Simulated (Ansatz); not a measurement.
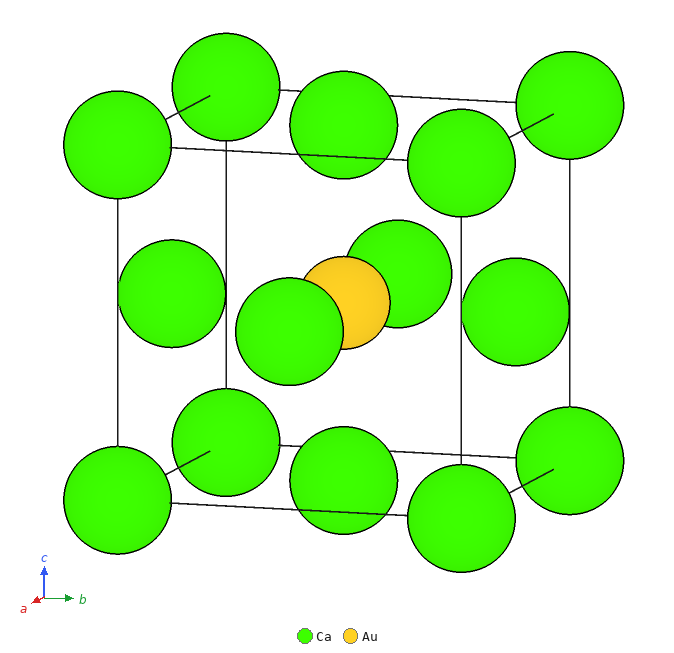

Structure drawing (spheres-only), viewed slightly off an axis. The conventional unit cell is drawn as a box.

Ca₄Au, space group Pm-3m (No. 221), a = 5.804 Å, b = 5.804 Å, c = 5.804 Å, α = 90.00°, β = 90.00°, γ = 90.00°. Provenance: a random cell made by a generator, so it need not be a real form of the compound. Earlier steps of the study may have refined or changed the cell and positions. An electronic-structure calculation with Ansatz was run on it.

This one geometry was computed with Ansatz (DFT, plane waves, PAW) at three levels of theory: LDA, PBE and PBE with spin-orbit coupling.

Which level gives the highest pressure at this volume, and what does that say about its equilibrium volume?

Answer. Highest: PBE (0.0 GPa) and PBE with spin-orbit coupling (-0.1 GPa), which points to the largest equilibrium volume. Lowest, with the smallest volume: LDA (-2.3 GPa). Levels within 0.5 GPa of each other can't be told apart.

How does the band gap change with the level of theory?

Answer. All levels give a metal.

Collect the results in a table.

Answer.
| level | cutoff (eV) | k-mesh of the run's cell | gap (eV) | pressure (GPa) |
| --- | --- | --- | --- | --- |
| LDA | 420 | 8×8×8 | metal | -2.3 |
| PBE | 420 | 8×8×8 | metal | 0.0 |
| PBE with spin-orbit coupling | 420 | 8×8×8 | metal | -0.1 |

Gaps are taken on the k-mesh or band path of each run.
